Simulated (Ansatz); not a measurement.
A relaxed structure of SnTe. Space group Fm-3m (No. 225), rock salt type. Level of theory: PBE (plane waves to 420 eV, PAW, scalar-relativistic; Ansatz, a quantum-chemistry and plane-wave program).

```xyz
2
Lattice="0.0000 3.2046 3.2046 3.2046 0.0000 3.2046 3.2046 3.2046 0.0000" Properties=species:S:1:pos:R:3 pbc="T T T"
Te     0.0000     0.0000     0.0000
Sn     3.2046     3.2046     3.2046
```

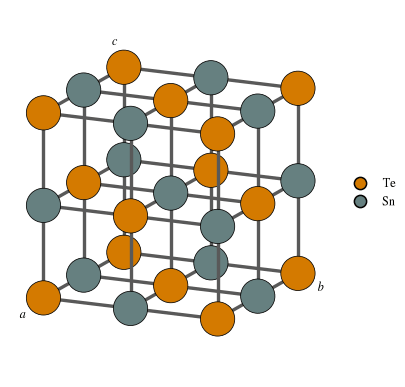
Figure: The conventional cell of the relaxed structure

```yaml
volume_per_atom: 32.91 Å³
band_gap: 0.05 eV, direct at L (no spin-orbit coupling)
shortest_distances: Sn–Te 3.20 Å
k-mesh: 13×13×13
```

No spin polarisation in the result. Without spin-orbit coupling the bands of the heavy element are not split, so the gap can be far off.

Measured for SnTe: a 6.316 Å (room temperature; as listed in Ayanesh Maiti et al., Applied Physics Letters (2022)); gap 0.18 eV (room temperature; as listed in DAVID J. SINGH, Functional Materials Letters (2010)). Computed minus measured — a: PBE +1.5 %; gap: PBE -0.13 eV. The computed values are for a static lattice, and a measured gap can be an optical one, lowered by exciton binding.

The run could not lose the symmetry of its start.

All atoms sit on sites fixed by symmetry, so only the cell could relax.
